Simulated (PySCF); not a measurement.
**One shape, several levels: C5H10 (trans-2-pentene)**

We compute a comparison of 3 runs (HF/STO-3G, PBE0/def2-SVP, M06-2X/6-311+G**) of C5H10 (trans-2-pentene). The job is set up through a Python script.

The results are computed with PySCF 2.14.0.

## (1) The system as given

The species is C5H10 (15 atoms), meant as a singlet with charge 0. As SMILES, `C/C=C/CC`. The coordinates come from a GFN2-xTB relaxation. This is one conformer, not always the lowest.

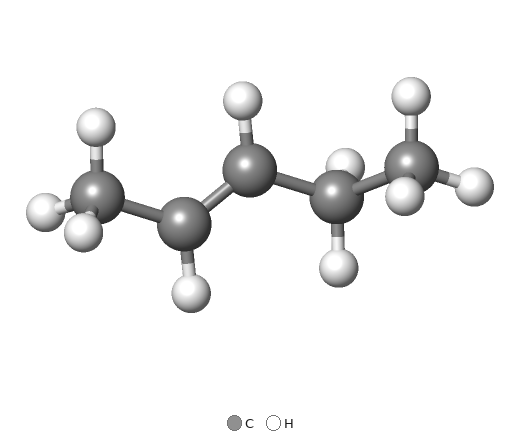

Viewed from a chosen angle; carbon grey, hydrogen white.

## (2) Energy and gradient at HF/STO-3G (run 1)

The input, run.py:

```python
from pyscf import gto

molecule = gto.Mole()
molecule.atom = '''
C       -0.864920      -2.127420       1.142140
C        0.077310      -1.209260       0.436640
C       -0.283860      -0.142680      -0.256070
C        0.658780       0.777810      -0.965040
C        0.473880       2.224120      -0.507350
H       -1.891430      -1.781040       1.049190
H       -0.609560      -2.191720       2.199430
H       -0.795040      -3.132040       0.724930
H        1.125030      -1.474000       0.513930
H       -1.331430       0.121850      -0.332380
H        0.471460       0.721100      -2.042530
H        1.688570       0.462270      -0.786070
H       -0.542910       2.558680      -0.702370
H        1.160350       2.882590      -1.035130
H        0.663780       2.309750       0.560680
'''
molecule.verbose = 4
molecule.basis = 'sto-3g'
molecule.max_memory = 1860
molecule.build()

hf = molecule.RHF()
hf.conv_tol = 1e-10
hf.kernel()
if not hf.converged:
    hf = hf.newton().run(hf.mo_coeff, hf.mo_occ)

e_tot = hf.e_tot
print('E = %.10f Eh' % e_tot)
grad = hf.nuc_grad_method().kernel()
dip = hf.dip_moment()
pop, q = hf.mulliken_pop()
```

Run with:

```
OMP_NUM_THREADS=1 python run.py
```

What it wrote:

```text
PySCF version 2.14.0

[... 67 lines left out ...]
converged SCF energy = -192.824337561089
[... 12 lines left out ...]
Dipole moment(X, Y, Z, Debye):  0.01048,  0.00617, -0.00286
[... 51 lines left out ...]
charge of   14H =      0.05884
```

Run time: 3.9 s. Hardware: 1 thread of Intel Xeon at 2.70GHz, shared host; peak memory 0.12 GiB.

## (3) Energy and gradient at PBE0/def2-SVP (run 2)

The input, job.py:

```python
import pyscf.grad
from pyscf import gto, dft

mol = gto.M(
    atom='''
C   -0.864920  -2.127420   1.142140
C    0.077310  -1.209260   0.436640
C   -0.283860  -0.142680  -0.256070
C    0.658780   0.777810  -0.965040
C    0.473880   2.224120  -0.507350
H   -1.891430  -1.781040   1.049190
H   -0.609560  -2.191720   2.199430
H   -0.795040  -3.132040   0.724930
H    1.125030  -1.474000   0.513930
H   -1.331430   0.121850  -0.332380
H    0.471460   0.721100  -2.042530
H    1.688570   0.462270  -0.786070
H   -0.542910   2.558680  -0.702370
H    1.160350   2.882590  -1.035130
H    0.663780   2.309750   0.560680
''',
    charge=0,
    max_memory=1860,
    verbose=4,
    basis='def2-svp',
    spin=0,
)

myscf = dft.RKS(mol, xc='pbe0')
myscf.conv_tol = 1e-10
myscf.grids.level = 5
myscf.kernel()
if not myscf.converged:
    myscf = myscf.newton().run(myscf.mo_coeff, myscf.mo_occ)

energy = myscf.e_tot
print('Final energy', energy)
grad = myscf.Gradients().kernel()
myscf.analyze()
```

Run with:

```
OMP_NUM_THREADS=1 python job.py
```

What it wrote:

```text
PySCF version 2.14.0

[... 114 lines left out ...]
MO #10  energy= -0.558516273849717 occ= 2
[... 21 lines left out ...]
MO #32  energy= 0.231354720010905  occ= 0
[... 21 lines left out ...]
MO #54  energy= 0.714830504792306  occ= 0
[... 21 lines left out ...]
MO #76  energy= 1.68542725287008   occ= 0
[... 21 lines left out ...]
MO #98  energy= 2.26757886901944   occ= 0
[... 21 lines left out ...]
MO #120 energy= 3.32310291592946   occ= 0
[... 138 lines left out ...]
Dipole moment(X, Y, Z, Debye):  0.01914, -0.05363,  0.01258
```

Wall time 56 s (1 thread of Intel Xeon at 2.70GHz, shared host); peak memory 1.3 GiB.

## (4) Energy and gradient at M06-2X/6-311+G(d,p) (run 3)

The input, geometry.xyz:

```xyz
15
C5H10
C     -0.864920    -2.127420     1.142140
C      0.077310    -1.209260     0.436640
C     -0.283860    -0.142680    -0.256070
C      0.658780     0.777810    -0.965040
C      0.473880     2.224120    -0.507350
H     -1.891430    -1.781040     1.049190
H     -0.609560    -2.191720     2.199430
H     -0.795040    -3.132040     0.724930
H      1.125030    -1.474000     0.513930
H     -1.331430     0.121850    -0.332380
H      0.471460     0.721100    -2.042530
H      1.688570     0.462270    -0.786070
H     -0.542910     2.558680    -0.702370
H      1.160350     2.882590    -1.035130
H      0.663780     2.309750     0.560680
```

The input, run.py:

```python
import pyscf.grad
from pyscf import gto, dft

mol = gto.M(
    atom='geometry.xyz',
    verbose=3,
    max_memory=1860,
    basis='6-311+g**',
)

mf = dft.RKS(mol)
mf.xc = 'm06-2x'
mf.grids.level = 5
mf.conv_tol = 1e-10
mf.kernel()
if not mf.converged:
    mf = mf.newton().run(mf.mo_coeff, mf.mo_occ)

e_tot = mf.e_tot
print(f'total energy: {e_tot:.8f} hartree')
grad = mf.Gradients().kernel()
mf.analyze()
```

Run with:

```
OMP_NUM_THREADS=1 python run.py
```

What it wrote:

```text
converged SCF energy = -196.48142374592
[... 34 lines left out ...]
MO #25  energy= 0.0469800347455279 occ= 0
[... 28 lines left out ...]
MO #54  energy= 0.360266620385686  occ= 0
[... 28 lines left out ...]
MO #83  energy= 0.929592268281382  occ= 0
[... 28 lines left out ...]
MO #112 energy= 1.83593459390454   occ= 0
[... 28 lines left out ...]
MO #141 energy= 2.6803912000287    occ= 0
[... 28 lines left out ...]
MO #170 energy= 24.3937696426895   occ= 0
[... 16 lines left out ...]
Dipole moment(X, Y, Z, Debye):  0.04478, -0.04930, -0.00199
```

Run time: 3.1 min. Hardware: 1 thread of Intel Xeon at 2.70GHz, shared host; peak memory 2.3 GiB.

## (5) The series

| run | level | integration grid | energy (Eh) | dipole moment (D) | HOMO energy (eV) | LUMO energy (eV) | wall time |
| --- | --- | --- | --- | --- | --- | --- | --- |
| 1 | HF/STO-3G | – | -192.824338 | 0.01 | -7.92 | 8.92 | 3.9 s |
| 2 | PBE0/def2-SVP | 5 | -196.147063 | 0.06 | -6.87 | 0.92 | 56 s |
| 3 | M06-2X/6-311+G** | 5 | -196.481424 | 0.07 | -8.13 | 0.51 | 3.1 min |

## (6) What came out

```
                       quantity          value
            run 3: total energy  -196.48142 Eh
           run 3: dipole moment         0.07 D
             run 3: HOMO energy       -8.13 eV
             run 3: LUMO energy        0.51 eV
           run 3: HOMO–LUMO gap        8.64 eV
run 3: largest force on an atom     0.384 eV/Å
```

In words: The dipole moment (its size) runs from 0.01 D (HF/STO-3G) to 0.07 D (M06-2X/6-311+G**). The two ends differ in method and basis. The HOMO–LUMO gap runs from 7.80 eV (PBE0/def2-SVP) to 16.85 eV (HF/STO-3G). Totals of different functionals can't be ranked against each other. In run 1 the basis is minimal, so the values are rough. All runs together took 4.1 min, the longest 3.1 min.
